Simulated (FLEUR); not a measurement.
Band structure of Na (Im-3m, 1 atom in the cell).

```
Na
1.0
   -2.08298     2.08298     2.08298
    2.08298    -2.08298     2.08298
    2.08298     2.08298    -2.08298
Na
1
Direct
  0.00000   0.00000   0.00000
```

Level of theory: FLEUR with PBE, all-electron FLAPW (FLEUR), scalar-relativistic valence.

Settings: Kmax = 3.8 1/bohr; GmaxXC = 15.2 1/bohr; xcFunctional = pbe; jspins = 1; l_soc = F; mode = hist; fermiSmearingEnergy = 0.00367493 Htr; mesh (inpgen div1-3) = 8 8 8; inpgen gamma flag = true; Gmax = 15.2 1/bohr; numbands = 0; maxIterBroyd = 15; imix = Anderson; alpha = 0.05.

The starting cell comes from a database of computed structures (which also holds hypothetical and non-ambient phases and stackings), without a prior relaxation at this level. Its lattice was rescaled by a random factor within 2.5 % of one. Values depend on the basis (sphere radii, cutoffs, local orbitals), which need not be converged.

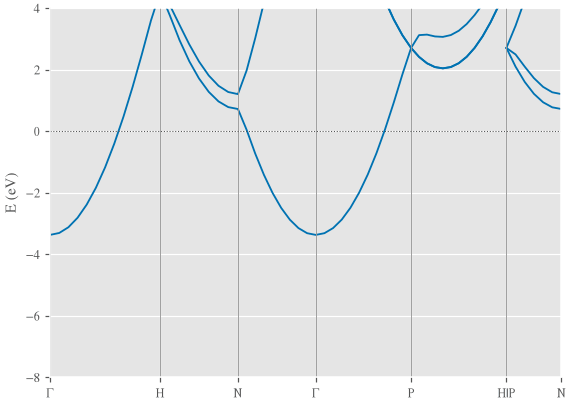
Figure: Bands along the path, energies from the Fermi level.

Levels in eV from the Fermi level, bands 1 to 7:
| point | 1 | 2 | 3 | 4 | 5 | 6 | 7 |
|---|---|---|---|---|---|---|---|
| Γ | -53.02 | -24.93 | -24.93 | -24.93 | -3.37 | 11.86 | 11.86 |
| H | -53.02 | -24.95 | -24.95 | -24.95 | 4.52 | 4.52 | 4.95 |
| N | -53.02 | -24.96 | -24.94 | -24.93 | 0.72 | 1.21 | 8.27 |
| P | -53.02 | -24.94 | -24.94 | -24.94 | 2.71 | 2.71 | 2.71 |
